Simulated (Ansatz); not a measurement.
## Run report: C3H11InO, geometry relaxation (part 2 of 2)

The same run, continued: C3H11InO, SMILES C[OH+][InH-]([CH3])[CH3]; RKS PBE-D4/def2-SVP (Ansatz 0.2.0). The geometry: force-field start.

Geometry of the input (Å):
```
C  -0.8029  0.6303  1.7663
O  0.2650  1.2974  1.1804
In 0.7703  0.2628  -0.4908
C  1.2889  -1.8111  0.0590
C  -0.8326  0.3107  -1.9483
H  -1.1759  1.2654  2.6472
H  -1.6789  0.6305  1.0451
H  -0.5502  -0.3330  2.0867
H  -0.0483  2.1906  0.8789
H  2.2845  1.0032  -1.1805
H  0.2491  -2.3825  0.1356
H  1.7367  -1.8461  1.0678
H  1.8238  -2.2528  -0.7201
H  -0.4482  0.2366  -2.9388
H  -1.5316  -0.5385  -1.7284
H  -1.3724  1.3139  -1.8159
```

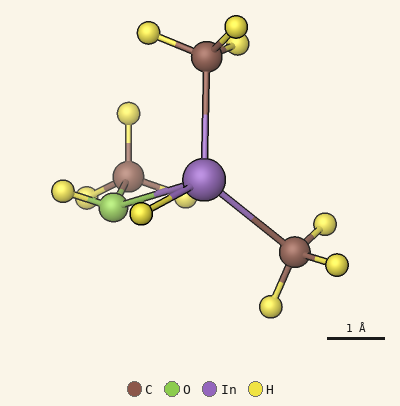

Figure 1. The geometry at step 17 of the log (ball-and-stick view, seen at a tilt).

### Trajectory as extended XYZ, continued
```
16
Properties=species:S:1:pos:R:3:forces:R:3 step=5 energy=-10499.72271
C    -0.9309    0.6841    1.8254    0.1458  -0.0542  -0.1822
O     0.1958    1.2334    1.1282   -0.0832   0.0237   0.0523
In    0.9930    0.0624   -0.8594    0.0987   0.0061  -0.1250
C     1.3238   -1.8900    0.0872    0.0633  -0.0150  -0.0615
C    -0.8620    0.3876   -2.0088    0.0010  -0.0602  -0.0202
H    -1.1601    1.2736    2.7355   -0.0364   0.0198   0.0558
H    -1.8291    0.6226    1.1730   -0.0402   0.0035   0.0433
H    -0.6437   -0.3423    2.1240   -0.0305   0.0205   0.0217
H    -0.0174    2.1474    0.8577    0.0326  -0.0286   0.0057
H     2.3266    1.1903   -1.1018   -0.0117   0.0039   0.0178
H     0.3586   -2.4098    0.2358   -0.0397  -0.0687   0.0374
H     1.8318   -1.7765    1.0663   -0.0025  -0.0039  -0.0149
H     1.9643   -2.5334   -0.5576   -0.0777   0.1086   0.0779
H    -0.6657    0.3003   -3.1008    0.0006   0.0245   0.1316
H    -1.6248   -0.3702   -1.7375   -0.0243   0.0250  -0.0202
H    -1.2828    1.3978   -1.8229    0.0043  -0.0050  -0.0194
16
Properties=species:S:1:pos:R:3:forces:R:3 step=7 energy=-10499.72902
C    -0.9351    0.6628    1.7906    0.0423   0.0098  -0.0268
O     0.2042    1.2134    1.1213   -0.0359   0.0105   0.0141
In    1.0070    0.0593   -0.8830   -0.0215  -0.0017   0.0113
C     1.3248   -1.8752    0.1024    0.0073  -0.0009   0.0075
C    -0.8696    0.3934   -1.9899   -0.0141   0.0022   0.0075
H    -1.1643    1.2297    2.7182   -0.0103  -0.0100  -0.0012
H    -1.8351    0.6348    1.1376   -0.0010   0.0018   0.0069
H    -0.6705   -0.3753    2.0673   -0.0077   0.0061  -0.0022
H     0.0113    2.1383    0.8749    0.0119  -0.0218   0.0048
H     2.3338    1.1934   -1.1160    0.0025  -0.0043  -0.0081
H     0.3661   -2.4002    0.2893    0.0083   0.0134  -0.0039
H     1.8566   -1.7377    1.0658   -0.0062  -0.0003  -0.0088
H     1.9522   -2.5287   -0.5373    0.0023  -0.0054   0.0028
H    -0.6942    0.2764   -3.0790   -0.0047   0.0029   0.0021
H    -1.6559   -0.3295   -1.6909    0.0178   0.0096   0.0000
H    -1.2539    1.4223   -1.8270    0.0092  -0.0120  -0.0060
16
Properties=species:S:1:pos:R:3:forces:R:3 step=9 energy=-10499.73021
C    -0.9472    0.6552    1.7575   -0.0343  -0.0037   0.0312
O     0.2184    1.1987    1.1333    0.0111   0.0065  -0.0120
In    1.0082    0.0590   -0.8858   -0.0022   0.0042   0.0011
C     1.3400   -1.8673    0.1098    0.0022   0.0001  -0.0008
C    -0.8804    0.3964   -1.9688   -0.0114   0.0017  -0.0045
H    -1.1785    1.1861    2.7065    0.0036  -0.0052  -0.0163
H    -1.8377    0.6823    1.0909    0.0183   0.0027   0.0050
H    -0.7206   -0.4020    1.9946    0.0022   0.0191  -0.0138
H     0.0587    2.1372    0.9176   -0.0018  -0.0187   0.0047
H     2.3347    1.1887   -1.1433    0.0008   0.0006   0.0009
H     0.3844   -2.3942    0.3036   -0.0016   0.0002  -0.0011
H     1.8709   -1.7155    1.0710    0.0009   0.0004   0.0044
H     1.9704   -2.5248   -0.5223    0.0034  -0.0027  -0.0046
H    -0.7321    0.2334   -3.0562   -0.0017  -0.0053   0.0108
H    -1.6757   -0.2956   -1.6247    0.0069   0.0067  -0.0075
H    -1.2361    1.4399   -1.8395    0.0035  -0.0064   0.0025
16
Properties=species:S:1:pos:R:3:forces:R:3 step=11 energy=-10499.73089
C    -0.9733    0.6747    1.7407   -0.0180  -0.0279  -0.0314
O     0.2306    1.1749    1.1525   -0.0029   0.0382  -0.0113
In    1.0039    0.0530   -0.8813    0.0055   0.0030  -0.0031
C     1.3683   -1.8759    0.0981    0.0020  -0.0043  -0.0090
C    -0.8936    0.3866   -1.9495   -0.0065  -0.0061  -0.0079
H    -1.1857    1.1788    2.7075   -0.0061  -0.0017   0.0027
H    -1.8506    0.7801    1.0632    0.0326  -0.0018   0.0327
H    -0.8091   -0.4037    1.9336   -0.0080   0.0431  -0.0031
H     0.1253    2.1277    0.9650    0.0028  -0.0488   0.0113
H     2.3187    1.1975   -1.1415   -0.0017   0.0003   0.0043
H     0.4236   -2.4292    0.2725    0.0054   0.0025  -0.0008
H     1.8789   -1.7167    1.0693   -0.0005  -0.0060  -0.0036
H     2.0264   -2.5105   -0.5302   -0.0078   0.0096   0.0106
H    -0.7627    0.1772   -3.0315   -0.0034   0.0055   0.0189
H    -1.6961   -0.2779   -1.5696    0.0043   0.0066  -0.0059
H    -1.2273    1.4408   -1.8545    0.0021  -0.0123  -0.0043
16
Properties=species:S:1:pos:R:3:forces:R:3 step=13 energy=-10499.73135
C    -0.9954    0.7037    1.7386    0.0133  -0.0116  -0.0192
O     0.2377    1.1546    1.1685   -0.0436   0.0513   0.0027
In    1.0052    0.0518   -0.8755   -0.0145   0.0064   0.0082
C     1.3884   -1.8866    0.0768    0.0060  -0.0055  -0.0024
C    -0.8981    0.3663   -1.9392   -0.0058  -0.0082  -0.0108
H    -1.1870    1.1973    2.7158   -0.0055  -0.0103  -0.0110
H    -1.8624    0.8693    1.0603    0.0363  -0.0036   0.0230
H    -0.8884   -0.3857    1.9093   -0.0023   0.0472  -0.0070
H     0.1827    2.1160    1.0019    0.0042  -0.0711   0.0136
H     2.2989    1.2244   -1.1180    0.0039  -0.0047   0.0018
H     0.4500   -2.4564    0.2310    0.0057   0.0083  -0.0026
H     1.8859   -1.7382    1.0564   -0.0021   0.0013  -0.0040
H     2.0627   -2.5005   -0.5544   -0.0023   0.0007   0.0024
H    -0.7683    0.1396   -3.0176   -0.0048   0.0012   0.0044
H    -1.6952   -0.2977   -1.5476    0.0038   0.0057  -0.0033
H    -1.2393    1.4194   -1.8622    0.0077  -0.0074   0.0042
16
Properties=species:S:1:pos:R:3:forces:R:3 step=15 energy=-10499.73151 accepted=F
C    -1.0114    0.7242    1.7329    0.0385   0.0178  -0.0169
O     0.2442    1.1359    1.1834   -0.0473   0.0596   0.0024
In    0.9975    0.0479   -0.8736    0.0078  -0.0010   0.0297
C     1.4077   -1.8910    0.0644   -0.0016  -0.0091  -0.0121
C    -0.9083    0.3504   -1.9353    0.0151   0.0131  -0.0067
H    -1.1967    1.2088    2.7150   -0.0019   0.0040   0.0089
H    -1.8623    0.9330    1.0486   -0.0012  -0.0002  -0.0049
H    -0.9479   -0.3694    1.8880    0.0007  -0.0063  -0.0014
H     0.2304    2.1019    1.0356    0.0038  -0.0737   0.0123
H     2.2889    1.2298   -1.0873   -0.0082   0.0032  -0.0175
H     0.4751   -2.4685    0.2221   -0.0010  -0.0077   0.0015
H     1.9110   -1.7445    1.0410    0.0015   0.0073  -0.0001
H     2.0817   -2.4949   -0.5764   -0.0018  -0.0040   0.0022
H    -0.7798    0.1214   -3.0130   -0.0005  -0.0013  -0.0053
H    -1.7056   -0.3112   -1.5415    0.0024  -0.0084   0.0095
H    -1.2472    1.4037   -1.8596   -0.0064   0.0066  -0.0018
16
Properties=species:S:1:pos:R:3:forces:R:3 step=17 energy=-10499.73193
C    -1.0181    0.7298    1.7308    0.0201   0.0047  -0.0150
O     0.2422    1.1327    1.1872   -0.0229   0.0210   0.0072
In    0.9990    0.0458   -0.8692    0.0006   0.0023   0.0103
C     1.4134   -1.8960    0.0614    0.0023  -0.0003  -0.0048
C    -0.9069    0.3503   -1.9303    0.0052  -0.0002  -0.0011
H    -1.2040    1.2137    2.7133    0.0001   0.0028   0.0042
H    -1.8646    0.9463    1.0431    0.0014  -0.0020   0.0012
H    -0.9634   -0.3647    1.8840   -0.0026   0.0012  -0.0014
H     0.2375    2.0983    1.0428    0.0022  -0.0271   0.0037
H     2.2827    1.2338   -1.0952   -0.0007   0.0001  -0.0039
H     0.4821   -2.4744    0.2237   -0.0007  -0.0018   0.0000
H     1.9224   -1.7503    1.0352    0.0005   0.0016  -0.0013
H     2.0840   -2.4983   -0.5846   -0.0014  -0.0017   0.0016
H    -0.7788    0.1189   -3.0076   -0.0021  -0.0004  -0.0025
H    -1.7027   -0.3120   -1.5341   -0.0015  -0.0031   0.0016
H    -1.2474    1.4034   -1.8563   -0.0004   0.0029   0.0001
16
Properties=species:S:1:pos:R:3:forces:R:3 step=19 energy=-10499.73213
C    -1.0316    0.7439    1.7248    0.0100  -0.0001  -0.0127
O     0.2430    1.1208    1.1970   -0.0154   0.0119   0.0060
In    0.9983    0.0429   -0.8646    0.0006   0.0004   0.0076
C     1.4274   -1.9019    0.0528    0.0031   0.0018  -0.0027
C    -0.9102    0.3428   -1.9222    0.0040  -0.0003  -0.0001
H    -1.2157    1.2240    2.7096    0.0006   0.0021   0.0021
H    -1.8662    0.9863    1.0307    0.0075  -0.0043   0.0059
H    -1.0048   -0.3531    1.8696   -0.0028   0.0096  -0.0038
H     0.2650    2.0875    1.0631   -0.0012  -0.0183   0.0026
H     2.2741    1.2408   -1.0865   -0.0013  -0.0005  -0.0020
H     0.4991   -2.4830    0.2228    0.0003  -0.0012  -0.0006
H     1.9464   -1.7590    1.0218   -0.0001   0.0005  -0.0027
H     2.0923   -2.4997   -0.6031   -0.0022  -0.0014   0.0019
H    -0.7840    0.1085   -2.9992   -0.0024   0.0002  -0.0011
H    -1.7046   -0.3192   -1.5226    0.0001  -0.0017   0.0005
H    -1.2512    1.3958   -1.8500   -0.0008   0.0014  -0.0010
16
Properties=species:S:1:pos:R:3:forces:R:3 step=21 energy=-10499.73239
C    -1.0526    0.7661    1.7156   -0.0168  -0.0184  -0.0209
O     0.2432    1.1014    1.2134    0.0020   0.0145  -0.0014
In    0.9969    0.0382   -0.8565    0.0004  -0.0033  -0.0004
C     1.4491   -1.9106    0.0399    0.0076   0.0017   0.0016
C    -0.9148    0.3312   -1.9102    0.0022  -0.0005   0.0031
H    -1.2346    1.2400    2.7038   -0.0008   0.0023   0.0025
H    -1.8668    1.0484    1.0113    0.0242  -0.0110   0.0226
H    -1.0695   -0.3336    1.8465   -0.0029   0.0342  -0.0070
H     0.3060    2.0683    1.0953   -0.0063  -0.0194   0.0038
H     2.2605    1.2511   -1.0731   -0.0014  -0.0003   0.0026
H     0.5258   -2.4949    0.2260    0.0029   0.0013  -0.0020
H     1.9879   -1.7717    0.9988   -0.0026  -0.0027  -0.0070
H     2.1015   -2.5028   -0.6338   -0.0056   0.0012   0.0050
H    -0.7913    0.0931   -2.9866   -0.0010   0.0006   0.0005
H    -1.7070   -0.3307   -1.5060   -0.0002  -0.0010  -0.0005
H    -1.2571    1.3840   -1.8404   -0.0017   0.0009  -0.0024
16
Properties=species:S:1:pos:R:3:forces:R:3 step=23 energy=-10499.73253
C    -1.0597    0.7752    1.7119   -0.0163  -0.0119  -0.0094
O     0.2422    1.0953    1.2176    0.0097  -0.0092  -0.0012
In    0.9965    0.0350   -0.8548   -0.0003   0.0096   0.0130
C     1.4582   -1.9145    0.0345    0.0025  -0.0034  -0.0008
C    -0.9167    0.3268   -1.9057    0.0046  -0.0029  -0.0029
H    -1.2404    1.2468    2.7015   -0.0018   0.0018   0.0038
H    -1.8664    1.0710    1.0054    0.0087  -0.0035   0.0106
H    -1.0923   -0.3242    1.8371   -0.0031   0.0137  -0.0008
H     0.3181    2.0612    1.1040    0.0003   0.0073  -0.0023
H     2.2546    1.2561   -1.0579    0.0007  -0.0001  -0.0056
H     0.5359   -2.4974    0.2293    0.0025  -0.0014  -0.0002
H     2.0072   -1.7780    0.9877   -0.0024   0.0008  -0.0056
H     2.1020   -2.5070   -0.6469   -0.0038   0.0007   0.0021
H    -0.7936    0.0877   -2.9819   -0.0030  -0.0003  -0.0016
H    -1.7078   -0.3358   -1.5005   -0.0002  -0.0019   0.0005
H    -1.2605    1.3791   -1.8371    0.0018   0.0008   0.0005
16
Properties=species:S:1:pos:R:3:forces:R:3 step=25 energy=-10499.73292
C    -1.1041    0.8242    1.6982   -0.0024  -0.0270  -0.0312
O     0.2346    1.0540    1.2489   -0.0395   0.0556   0.0110
In    0.9972    0.0285   -0.8360   -0.0080   0.0029   0.0179
C     1.5027   -1.9313    0.0047    0.0325  -0.0257   0.0057
C    -0.9206    0.2996   -1.8834    0.0016  -0.0005  -0.0118
H    -1.2765    1.2854    2.6944    0.0006  -0.0028  -0.0043
H    -1.8662    1.1980    0.9778    0.0417  -0.0106   0.0261
H    -1.2272   -0.2731    1.7944    0.0163   0.0585  -0.0053
H     0.3885    2.0152    1.1616   -0.0170  -0.0692   0.0097
H     2.2265    1.2850   -1.0105    0.0003  -0.0033  -0.0038
H     0.5894   -2.5114    0.2480    0.0191   0.0118  -0.0065
H     2.1114   -1.8134    0.9248   -0.0259   0.0011  -0.0398
H     2.0982   -2.5184   -0.7256   -0.0224   0.0136   0.0281
H    -0.7987    0.0494   -2.9573   -0.0029  -0.0017  -0.0015
H    -1.7060   -0.3645   -1.4697    0.0011  -0.0002   0.0018
H    -1.2719    1.3502   -1.8260    0.0049  -0.0025   0.0039
16
Properties=species:S:1:pos:R:3:forces:R:3 step=27 energy=-10499.73337
C    -1.1116    0.8318    1.6969    0.0091   0.0025  -0.0039
O     0.2316    1.0495    1.2587   -0.0087   0.0094  -0.0023
In    0.9945    0.0271   -0.8301    0.0011  -0.0004  -0.0013
C     1.5105   -1.9344   -0.0013    0.0038  -0.0013   0.0048
C    -0.9210    0.2947   -1.8821    0.0001   0.0043  -0.0011
H    -1.2862    1.2894    2.6942   -0.0030  -0.0005   0.0008
H    -1.8624    1.2180    0.9734    0.0026  -0.0012   0.0022
H    -1.2459   -0.2629    1.7862   -0.0012   0.0021   0.0003
H     0.3951    2.0083    1.1766    0.0002  -0.0139   0.0013
H     2.2216    1.2864   -1.0031   -0.0027  -0.0011   0.0003
H     0.6011   -2.5121    0.2586    0.0017   0.0022  -0.0013
H     2.1343   -1.8154    0.9067   -0.0001  -0.0027   0.0000
H     2.0913   -2.5233   -0.7402   -0.0024   0.0016  -0.0005
H    -0.7978    0.0383   -2.9544   -0.0009  -0.0004   0.0011
H    -1.7094   -0.3646   -1.4660    0.0027  -0.0003   0.0012
H    -1.2682    1.3467   -1.8298   -0.0023  -0.0004  -0.0017
```

### Key numbers

- outcome: converged
- total energy: −10499.7334 eV
- mean-field energy: −10499.4443 eV
- dispersion energy: −0.2891 eV
- SCF solution under orbital rotations: stable
- largest force (length of the vector) at the end: 0.014 eV/Å
- dipole moment: 3.58 D
- wall time: 52 s (CPU time 3.2 min)
- peak memory: 0.2 GiB
